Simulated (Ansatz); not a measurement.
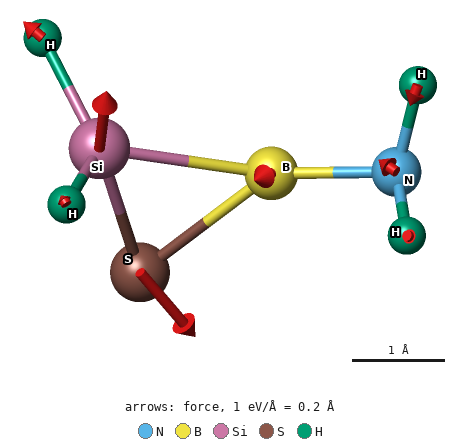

Starting geometry of BSiNH$_{4}$S with the computed forces as red arrows. The picture is a ball-and-stick view, seen at a tilt.

The run prepares an end point of a later path (inversion) calculation, from a guessed geometry.

Level of theory: RKS PBE-D4/def2-SVP (Ansatz 0.2.0).

The input:
```yaml
crystal:
  periodic: [false, false, false]
  atoms:
    - { symbol: "N", position_ang: [-0.7628, 1.6058, -0.3699] }
    - { symbol: B, position_ang: [-0.6079, 0.1435, -0.3437] }
    - { symbol: Si, position_ang: [0.5298, -1.2962, 0.3981] }
    - { symbol: S, position_ang: [-0.2269, -1.483, -1.3831] }
    - { symbol: H, position_ang: [0.0713, 2.0585, -0.7778] }
    - { symbol: H, position_ang: [-0.8971, 1.9842, 0.6082] }
    - { symbol: H, position_ang: [2.0272, -0.9947, 0.3498] }
    - { symbol: H, position_ang: [-0.0415, -2.0753, 1.4626] }
basis:
  gaussian: { orbitals: def2-SVP }
hamiltonian:
  xc: pbe
  dispersion: d4
relax:
  f_tol: 0.015
  max_steps: 40
output:
  orbitals: {}
```

Run as
```bash
ansatz run input.yaml --threads 1 --pin off --max-ram 2048MiB --backend cpu --events-out ev --progress --plain --runs-dir out
```

> What follows when this structure is relaxed?

It isn't relaxed: the largest force vector, on S4, is 5.75 eV/Å. The final displacements have little in common with the starting forces (cosine between the two patterns 0.30). The energy falls by 202.1 kJ/mol in 11 geometry steps. Largest force component: 4.9 eV/Å at the start, 0.0083 eV/Å at the end. The largest move after the best rigid fit is that of H5, 1.16 Å. Largest moves by element: H 1.16 Å, B 0.45 Å, S 0.43 Å, Si 0.19 Å, N 0.17 Å. Near-neighbour distances that change, for instance: Si3–S4 1.944 → 2.210 Å, B2–S4 1.967 → 1.817 Å, N1–B2 1.471 → 1.393 Å, Si3–H8 1.438 → 1.503 Å. Among the angles between lasting bonds that change: Si3–B2–S4 59.0° → 71.9°, B2–N1–H5 111.0° → 123.0°, N1–B2–S4 146.4° → 135.3°. Groups turn about B2–S4 by about 40°. Cost: 37 s on 1 thread of Arm Neoverse V1, on a shared host, peak memory 0.14 GiB.
